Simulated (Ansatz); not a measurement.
A computed series for Ir: response to strain

Take Ir in the fcc (Cu type) structure (space group Fm-3m, No. 225; a = 3.831 Å; relaxed with 0.1 eV smearing) as the base. Axes: x, y, z lie along the cube axes.

Strains are applied to the cell and any free atomic positions relax.

All numbers come from Ansatz (a program for electronic structure) PBEsol, spin-orbit coupling left out, earlier PAW set.

Notes on the quantities. pressure: mean of the normal stresses, compression positive.

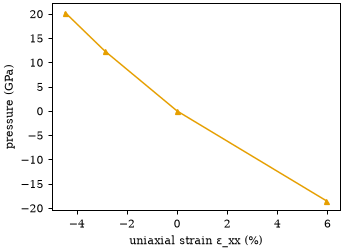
Figure: Pressure against uniaxial strain ε_xx

Problem. From the plot, what is the pressure for uniaxial strain ε_xx = −4.46 %?

Solution. About 20 GPa.

Problem. Is the trend monotonic over the range shown?

Solution. Yes, it falls throughout, spanning -18.5 GPa to 20.2 GPa.

No phonon test of stability was made. All final runs are without spin polarisation.
